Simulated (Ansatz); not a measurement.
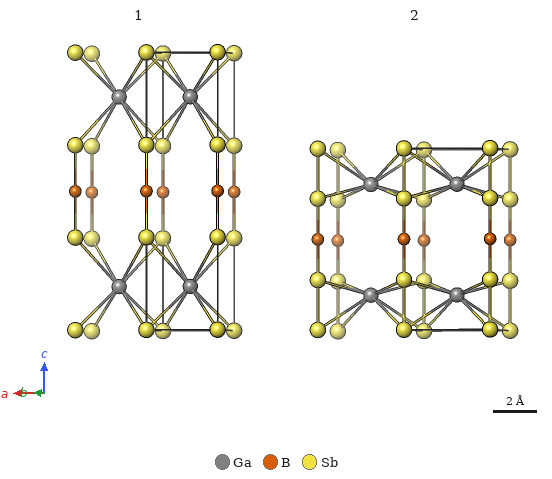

Two geometries of solid Ga2BSb3 (a generated structure, set up in P4/mmm) (coarse preliminary run), drawn at one scale. One is the start of a relaxation, the other its converged end. Style: ball-and-stick. Shown: the cell of the calculation, repeated 2 × 1 × 1 with one cell outlined, from a free direction.

These are results of DFT PBE, scalar-relativistic, plane waves, PAW in Ansatz, not measurements. Set-up: plane-wave cutoff 420 eV; k-point mesh 4 × 4 × 2; occupations gaussian; smearing width 0.1 eV; no spin polarisation; cell and atoms relaxed; force threshold 0.04 eV/Å; at most 70 steps.

Which geometry has the lower energy?

Answer. Structure 1 is the relaxed one. The energy falls by 6.182 eV per cell of the calculation in 22 accepted moves (26 points after the start). Largest force component: 4.3 eV/Å at the start, 0.014 eV/Å at the end. The pressure goes from 24.00 to −0.04 GPa. The line search rejected the trial step at point 8 of the run. At 3 points the geometry stayed and the basis and grid were re-selected for the new cell (energy shift of 0.228 eV per cell of the calculation at most each time). The largest moves relative to the cell, 0.75 Å, are those of Sb atoms. Largest moves by element: Sb 0.75 Å, Ga 0.47 Å. B stays in place. The volume changes by +4.4 %, with a = b 4.113 → 3.397 Å (−17.4 %), c 8.433 → 12.908 Å (+53.1 %). Some distances before and after: Sb–Sb 2.322 → 4.305 Å, Ga–Sb 2.986 → 3.299 Å, B–Sb 1.894 → 2.148 Å, Ga–Sb 3.340 → 3.154 Å. Bonds break: Sb–Sb (2.32 → 4.31 Å). The space group stays P4/mmm (No. 123).

Limits of the set-up: the k-point mesh is coarse for a cell with partly filled bands.
